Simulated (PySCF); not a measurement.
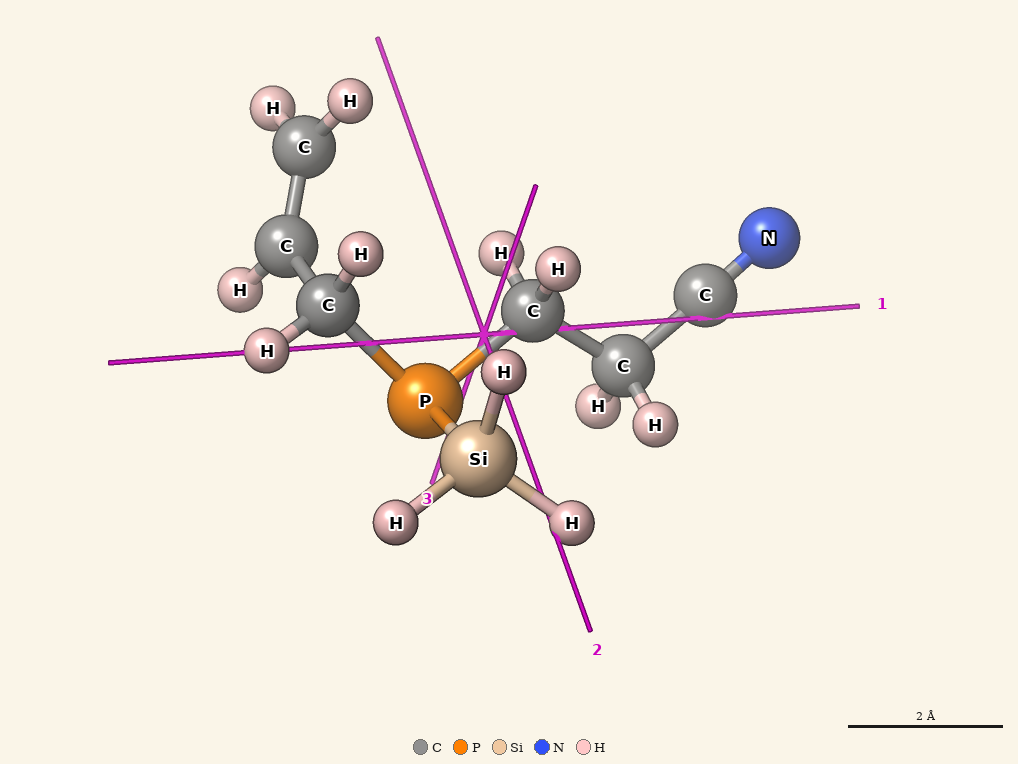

The three principal axes of inertia are drawn and numbered. Depth is shown by fading: the farther an atom, the more it takes the colour of the background. Computed geometry: PBE0-D3(BJ)/def2-SVP optimisation. No frequency run is at hand to confirm it as a minimum. Masses are those of the most abundant isotopes; constants are for the rigid equilibrium geometry.

**Which line is the a axis (least moment of inertia), which b and which c?**

a is line 1, b is line 2, c is line 3; the moments are 439, 693, 1039 u Å².

**Classify the rotor and give the rotational constants (MHz).**

An asymmetric top (C1): A = 1152, B = 730, C = 486 MHz. Ray's parameter κ is −0.27, nearer the prolate limit.
